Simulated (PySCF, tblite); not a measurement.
**C₅H₆BF₂N: a rotation path, then NMR shifts on frames, part 1 of 2**

How do NMR shifts of C₅H₆BF₂N (`[BH3-][N+]#C[C@@](F)(C#C)CF`) change as the atoms move?

Computed with tblite 0.8.0 and PySCF 2.14.0, with density-fitted response routines of our own, on a single molecule in the gas phase. Atoms count from 0, in the outputs and in this text.

## (1) The starting structure

15 atoms, charge 0, multiplicity 1; geometry from: GFN2-xTB.

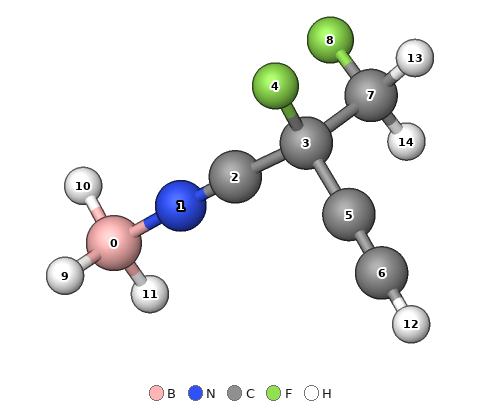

The starting geometry (boron pink, nitrogen blue, carbon grey, fluorine green, hydrogen white), atoms numbered.

## (2) A band between two rotamers with GFN2-xTB

The job: settings as JSON, then the geometry in Å.

```
{"job": {"kind": "neb", "xc": "GFN2-xTB", "basis": "xTB", "atoms": [5, 3, 7, 8], "turn": 120}, "charge": 0, "multiplicity": 1}
B     -3.000000    -0.144031    -0.155753
N     -1.591875    -0.015849     0.130854
C     -0.461379     0.082991     0.335176
C      0.974766     0.180347     0.542813
F      1.236350     0.447913     1.882480
C      1.584579    -1.096717     0.177570
C      2.071608    -2.158418    -0.080439
C      1.581367     1.314514    -0.312720
F      0.855650     2.461154    -0.192954
H     -3.407509    -0.995897     0.568493
H     -3.483563     0.923110     0.047147
H     -3.045123    -0.459122    -1.304918
H      2.502156    -3.084495    -0.323825
H      2.598693     1.524844     0.033864
H      1.579868     1.027645    -1.369700
```

With the program's defaults for keys left out, this is: GFN2-xTB climbing-image nudged elastic band, gas phase.

Run with:

```
$ OMP_NUM_THREADS=1 python probes_run.py task.json out
```

The driver reads the jobs from task.json and runs them one after another.

Standard output:

```text
image   E - E0 / eV
  0      -0.0000
  1       0.0265
  2       0.0876
  3       0.1504
  4       0.1767
  5       0.1494
  6       0.0901
  7       0.0363
  8       0.0138
```

It took 11 s on 1 thread, shared host.

The final band, with the dihedral C5–C3–C7–F8:

```tsv
image	dihedral (°)	energy (eV)	energy (kcal/mol)
0	168	0.000	0.0
1	187	0.026	0.6
2	205	0.088	2.0
3	223	0.150	3.5
4	242	0.177	4.1
5	260	0.149	3.4
6	278	0.090	2.1
7	296	0.036	0.8
8	315	0.014	0.3
```

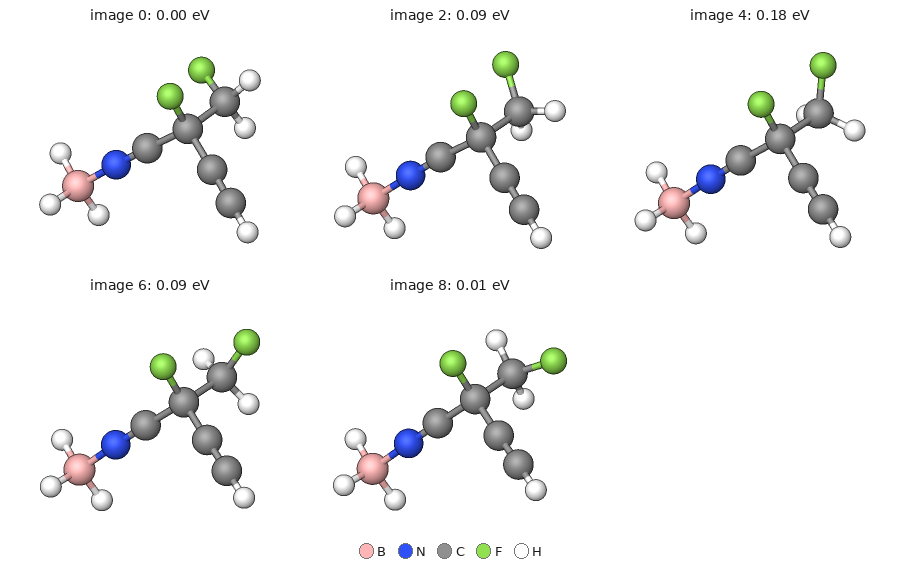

Images along the band.

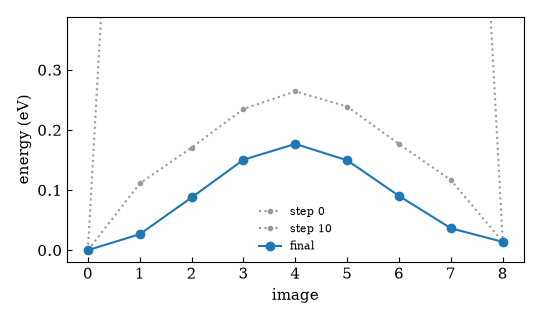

Energy along the band, early and final.

## (3) Shielding tensors: image 0, PBE0/pcSseg-1

The job: settings as JSON, then the geometry in Å.

```
{"job": {"kind": "nmr", "xc": "PBE0", "basis": "pcSseg-1", "pop": false}, "charge": 0, "multiplicity": 1}
B     -3.000000    -0.144000    -0.155800
N     -1.591900    -0.015800     0.130900
C     -0.461400     0.083000     0.335200
C      0.974800     0.180300     0.542800
F      1.236400     0.447900     1.882500
C      1.584600    -1.096700     0.177600
C      2.071600    -2.158400    -0.080400
C      1.581400     1.314500    -0.312700
F      0.855600     2.461200    -0.193000
H     -3.407500    -0.995900     0.568500
H     -3.483600     0.923100     0.047100
H     -3.045100    -0.459100    -1.304900
H      2.502200    -3.084500    -0.323800
H      2.598700     1.524800     0.033900
H      1.579900     1.027600    -1.369700
```

Level: GIAO PBE0/pcSseg-1 NMR shielding, non-relativistic, gas phase.

Standard output:

```text
coarse grid: 13472 points
cycle   1  E = -472.4645040926  dE =  1.452e+00  |g| = 9.029e-01  |ddm| = 3.599e+00
cycle   2  E = -471.9003312364  dE =  5.642e-01  |g| = 1.857e+00  |ddm| = 2.773e+00
cycle   3  E = -472.6239122790  dE = -7.236e-01  |g| = 3.068e-01  |ddm| = 1.945e+00
cycle   4  E = -472.6410357657  dE = -1.712e-02  |g| = 1.435e-01  |ddm| = 2.909e-01
cycle   5  E = -472.6451385600  dE = -4.103e-03  |g| = 3.135e-02  |ddm| = 1.018e-01
cycle   6  E = -472.6453665758  dE = -2.280e-04  |g| = 9.828e-03  |ddm| = 3.401e-02
cycle   7  E = -472.6453866751  dE = -2.010e-05  |g| = 4.080e-03  |ddm| = 9.886e-03
cycle   8  E = -472.6453901124  dE = -3.437e-06  |g| = 8.732e-04  |ddm| = 2.828e-03
final grid: 133680 points
cycle   9  E = -472.7124240691  dE = -5.185e-05  |g| = 7.651e-03  |ddm| = 4.919e-02
cycle  10  E = -472.7124138603  dE =  1.021e-05  |g| = 1.112e-02  |ddm| = 1.900e-02
cycle  11  E = -472.7124370019  dE = -2.314e-05  |g| = 1.828e-03  |ddm| = 1.109e-02
cycle  12  E = -472.7124376358  dE = -6.339e-07  |g| = 7.366e-04  |ddm| = 1.670e-03
cycle  13  E = -472.7124377577  dE = -1.219e-07  |g| = 2.151e-04  |ddm| = 6.301e-04
cycle  14  E = -472.7124377649  dE = -7.273e-09  |g| = 1.186e-04  |ddm| = 2.110e-04
cycle  15  E = -472.7124377680  dE = -3.012e-09  |g| = 2.330e-05  |ddm| = 8.417e-05
cycle  16  E = -472.7124377681  dE = -1.003e-10  |g| = 6.163e-06  |ddm| = 1.830e-05
converged SCF energy = -472.7124377681

GIAO shielding tensors (ppm)
atom      isotropic    diamagn.    paramagn.     s11        s22        s33       span
  0 B      144.869     194.524     -49.655    132.725    133.618    168.263     35.538
  1 N       13.663     327.875    -314.211   -134.470   -117.939    293.398    427.868
  2 C       79.606     267.641    -188.035    -10.030     -6.633    255.482    265.512
  3 C      104.352     227.992    -123.640     79.797     95.751    137.508     57.711
  4 F      334.926     469.123    -134.197    278.193    331.028    395.556    117.363
  5 C      110.831     267.376    -156.545     11.261     20.856    300.375    289.115
  6 C       94.462     255.241    -160.779     27.625     29.611    226.150    198.525
  7 C       94.499     240.695    -146.196     71.922     80.887    130.687     58.765
  8 F      412.107     471.691     -59.584    377.534    391.211    467.578     90.044
  9 H       29.695      29.583       0.112     26.330     28.861     33.894      7.563
 10 H       29.702      29.528       0.174     26.294     28.913     33.897      7.604
 11 H       29.591      30.139      -0.548     26.318     28.727     33.728      7.411
 12 H       29.051      33.087      -4.035     24.462     24.619     38.073     13.611
 13 H       26.442      26.436       0.006     22.575     27.165     29.587      7.012
 14 H       26.831      26.922      -0.091     23.020     27.863     29.611      6.592
```

Run time: 89 s. Hardware: 1 thread, shared host.

Shifts follow as δ = σ(reference) − σ, with reference shieldings (ppm) from runs at the same level and on the same kind of geometry: 1H TMS 31.72, 13C TMS 186.9, 19F CFCl3 170.9, 15N NH3 267.7, 11B BF3·OEt2 100.1. The references are single molecules in the gas phase, so shifts against H2O, NH3, PH3, H3PO4 or CFCl3 are not on the usual liquid scales and can be off by tens of ppm. Each atom is listed at this fixed geometry, with no averaging over motion; a spectrum would average atoms that exchange fast.

```tsv
atoms	environment	σ (ppm)	δ (ppm)
C2	nitrilium-type carbon	79.6	107.3
C6	terminal alkyne carbon	94.5	92.5
C7	sp3 CH2 bonded to F	94.5	92.4
C3	fully substituted sp3 carbon bonded to F, α to a nitrile	104.4	82.6
C5	alkyne carbon	110.8	76.1
H13	hydrogen on an sp3 CH2 bonded to F	26.44	5.27
H14	hydrogen on an sp3 CH2 bonded to F	26.83	4.89
H12	hydrogen on a terminal alkyne carbon	29.05	2.67
H11	hydrogen on a boron bonded to N	29.59	2.13
H9	hydrogen on a boron bonded to N	29.70	2.02
H10	hydrogen on a boron bonded to N	29.70	2.02
B0	boron bonded to N, 3 H	144.9	-44.8
N1	donor nitrogen of a Lewis adduct	13.7	254.1
F4	fluorine on an sp3 carbon	334.9	-164.0
F8	fluorine on an sp3 carbon	412.1	-241.2
```

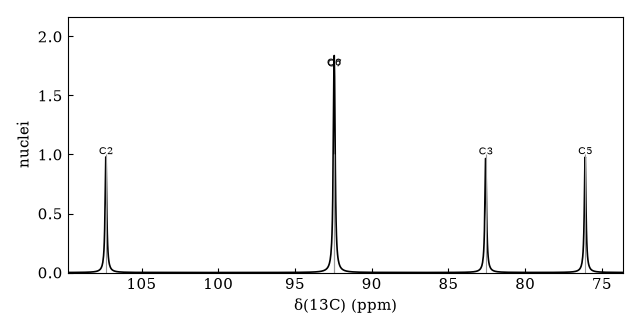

13C lines at the computed shifts, without couplings. Lines are broadened to a width of 0.12 ppm (Lorentzian).

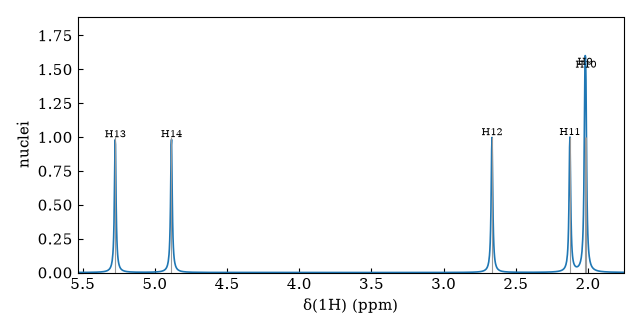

1H lines at the computed shifts, without couplings. Lines are broadened to a width of 0.01 ppm (Lorentzian).

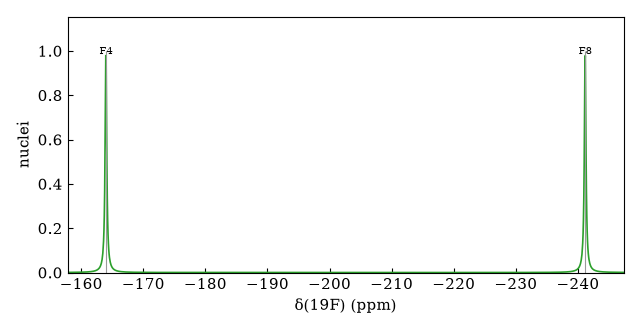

19F lines at the computed shifts, without couplings. Lines are broadened to a width of 0.31 ppm (Lorentzian).

## (4) Shielding tensors: image 2, PBE0/pcSseg-1

The job: settings as JSON, then the geometry in Å.

```
{"job": {"kind": "nmr", "xc": "PBE0", "basis": "pcSseg-1", "pop": false}, "charge": 0, "multiplicity": 1}
B     -3.005300    -0.202000    -0.214200
N     -1.607500    -0.036200     0.104600
C     -0.488400     0.104700     0.347000
C      0.946800     0.214500     0.558200
F      1.206400     0.527000     1.883200
C      1.559000    -1.072600     0.234400
C      2.091900    -2.119900     0.009800
C      1.566300     1.324500    -0.336800
F      1.457000     2.537700     0.265800
H     -3.416400    -1.038400     0.525600
H     -3.515800     0.860700    -0.056300
H     -3.019300    -0.554000    -1.353300
H      2.552500    -3.039800    -0.198500
H      2.631000     1.122500    -0.496700
H      1.037400     1.379400    -1.294600
```

Level: GIAO PBE0/pcSseg-1 NMR shielding, non-relativistic, gas phase.

Standard output:

```text
coarse grid: 13472 points
cycle   1  E = -472.4609501188  dE =  1.455e+00  |g| = 9.013e-01  |ddm| = 3.577e+00
cycle   2  E = -471.8969993626  dE =  5.640e-01  |g| = 1.856e+00  |ddm| = 2.604e+00
cycle   3  E = -472.6206532289  dE = -7.237e-01  |g| = 3.029e-01  |ddm| = 1.833e+00
cycle   4  E = -472.6371931036  dE = -1.654e-02  |g| = 1.452e-01  |ddm| = 2.866e-01
cycle   5  E = -472.6413985360  dE = -4.205e-03  |g| = 3.193e-02  |ddm| = 1.012e-01
cycle   6  E = -472.6416338471  dE = -2.353e-04  |g| = 9.982e-03  |ddm| = 3.493e-02
cycle   7  E = -472.6416547612  dE = -2.091e-05  |g| = 4.112e-03  |ddm| = 9.142e-03
cycle   8  E = -472.6416582597  dE = -3.499e-06  |g| = 8.748e-04  |ddm| = 2.916e-03
final grid: 133680 points
cycle   9  E = -472.7083602273  dE = -5.019e-05  |g| = 7.544e-03  |ddm| = 4.811e-02
cycle  10  E = -472.7083508311  dE =  9.396e-06  |g| = 1.087e-02  |ddm| = 1.705e-02
cycle  11  E = -472.7083728460  dE = -2.201e-05  |g| = 1.728e-03  |ddm| = 9.943e-03
cycle  12  E = -472.7083734201  dE = -5.741e-07  |g| = 6.511e-04  |ddm| = 1.558e-03
cycle  13  E = -472.7083735144  dE = -9.434e-08  |g| = 1.894e-04  |ddm| = 5.687e-04
cycle  14  E = -472.7083735211  dE = -6.650e-09  |g| = 7.365e-05  |ddm| = 1.697e-04
cycle  15  E = -472.7083735222  dE = -1.102e-09  |g| = 3.014e-05  |ddm| = 6.652e-05
cycle  16  E = -472.7083735223  dE = -1.806e-10  |g| = 6.001e-06  |ddm| = 1.971e-05
converged SCF energy = -472.7083735223

GIAO shielding tensors (ppm)
atom      isotropic    diamagn.    paramagn.     s11        s22        s33       span
  0 B      145.001     194.326     -49.325    132.893    133.711    168.399     35.506
  1 N       17.503     327.595    -310.091   -126.268   -114.900    293.678    419.945
  2 C       77.424     267.368    -189.944    -14.291     -9.320    255.882    270.173
  3 C      108.654     227.113    -118.459     81.542     97.677    146.743     65.201
  4 F      346.496     468.427    -121.931    292.858    356.982    389.648     96.790
  5 C      108.742     267.519    -158.777     12.245     14.147    299.835    287.590
  6 C       94.722     255.831    -161.109     24.920     34.275    224.971    200.051
  7 C       96.547     242.908    -146.361     70.120     82.723    136.797     66.678
  8 F      413.461     466.840     -53.379    359.761    405.973    474.650    114.889
  9 H       29.691      29.463       0.227     26.324     28.852     33.895      7.571
 10 H       29.708      29.397       0.311     26.293     28.883     33.948      7.655
 11 H       29.639      30.054      -0.415     26.371     28.789     33.757      7.386
 12 H       29.019      33.325      -4.307     24.479     24.597     37.980     13.501
 13 H       26.566      26.588      -0.022     21.913     27.788     29.996      8.083
 14 H       26.720      27.843      -1.123     23.909     27.225     29.025      5.116
```

Run time: 85 s. Hardware: 1 thread, shared host.

In short: δ C2 109.5, C6 92.2, C7 90.4, C3 78.3, H13 5.15, H14 5.00 ppm.

(Continued in part 2 of 2.)
